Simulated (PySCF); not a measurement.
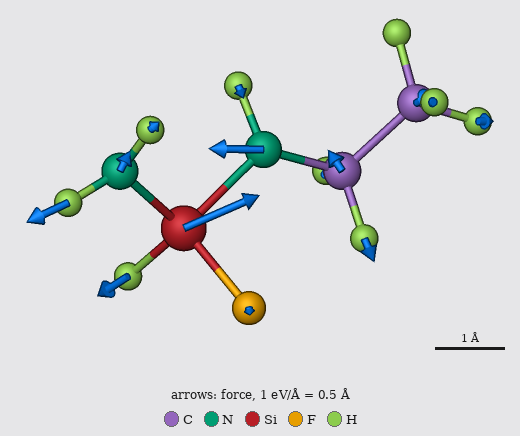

Starting geometry of C₂H₉FN₂Si with the computed forces as blue arrows. Style: ball-and-stick. Shown at a tilt.

The start comes from GFN2-xTB. Its atoms were then displaced at random by about 0.01 Å.

All numbers below come from PBE0-D3(BJ)/def2-SVP geometry optimisation, gas phase (PySCF 2.14.0, density-fitted response routines). 

> Is this structure relaxed? If not, where do the atoms go?

It isn't relaxed: the largest force vector, on the Si atom, is 2.45 eV/Å. The final displacements have little in common with the starting forces (cosine between the two patterns 0.12). After 8 geometry steps the energy has fallen by 18.3 kJ/mol. An H atom moves most after the best rigid fit: 0.27 Å. Largest moves by element: H 0.27 Å, N 0.26 Å, F 0.20 Å, C 0.11 Å, Si 0.06 Å. Among the contacts that change: H–Si 1.424 → 1.488 Å, N–Si 1.750 → 1.710 Å, H–N 0.986 → 1.013 Å, C–C 1.496 → 1.520 Å. Bond angles that change, for instance: N–Si–H 111.0° → 106.2°, Si–N–H 115.2° → 117.9°, Si–N–H 118.7° → 121.3°. The run took 30 s on 1 thread of AMD EPYC 9R45 96-Core Processor (shared host).
